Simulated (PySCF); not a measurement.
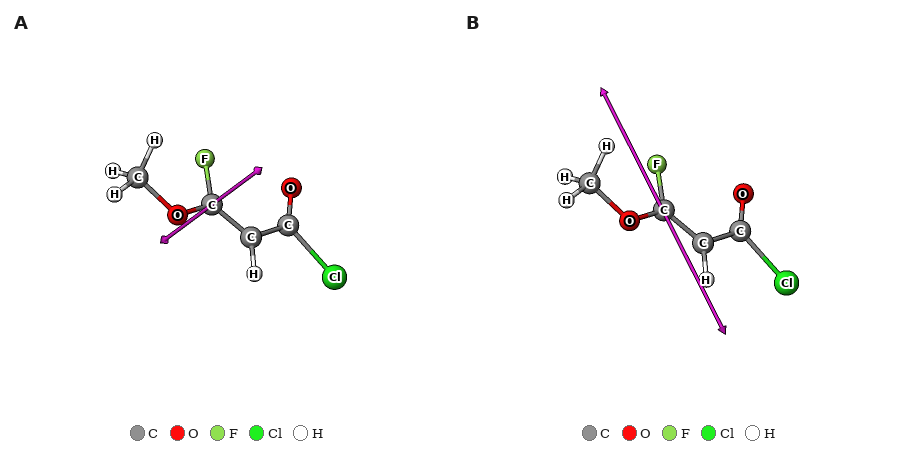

The double arrows show the directions of two transition dipoles from the ground state (lengths mean nothing). The geometry was computed by an optimisation with GFN2-xTB. No frequency run is at hand to confirm it as a minimum. Level of theory: TDDFT CAM-B3LYP/def2-SVPD, vertical, gas phase, core orbitals frozen in the response (PySCF 2.14.0).

> One belongs to singlet state 5 and one to singlet state 7. Which is which?

A: state 5, 6.82 eV (182 nm), oscillator strength 0.016, mainly HOMO → LUMO+1 (weight 0.81).
B: state 7, 7.91 eV (157 nm), oscillator strength 0.024, of mixed character, with the largest part HOMO−1 → LUMO+3 (weight 0.29).
